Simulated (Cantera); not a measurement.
Charge: 1 mol n-butane, 0.2 mol O2, 0.45 mol N2, at 10500 Torr.

Equilibrium computed with Cantera from the NASA thermochemical tables; the gas is ideal and each condensed phase is pure. Candidate condensed phases: C, C6H6, C7H8, C8H18, H2O; 136 gas species. The numbers say what is thermodynamically allowed, not how fast it happens.

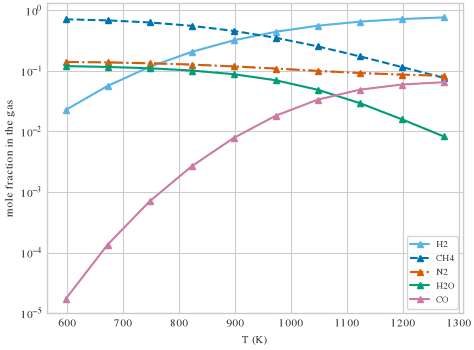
*Equilibrium gas composition (values under 1e-9 drawn at 1e-9)*

**Question.** Read off the mole fractions at 898 K.

**Answer.** CH4 about 0.46, H2 about 0.32, N2 about 0.12, H2O about 0.088, CO about 0.0078.
